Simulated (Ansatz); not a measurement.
Hypothetical P4_2/mnm BP: pressure series

The parent structure is BP (space group P4_2/mnm, No. 136; a = 5.569 Å, c = 3.205 Å; a hypothetical phase, not in the database extracts checked).

Cell and atoms are relaxed at each pressure.

The values are results of Ansatz (an electronic-structure program), PBE, PAW, cutoff 420 eV, no SOC, not measurements.

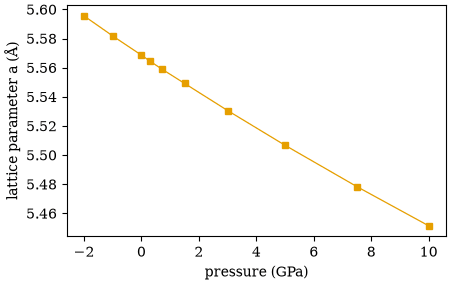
Figure: Lattice parameter a against pressure

Task: From the plot, what is the lattice parameter a for pressure 10 GPa?

Result: About 5.45 Å.

Task: Is the trend monotonic over the range shown?

Result: Yes, it falls throughout, spanning 5.451 Å to 5.596 Å.

Load acts through the strain it causes; cell and atoms are relaxed under it. Whether these cells are dynamically stable was not tested. No other phases were tried under pressure.
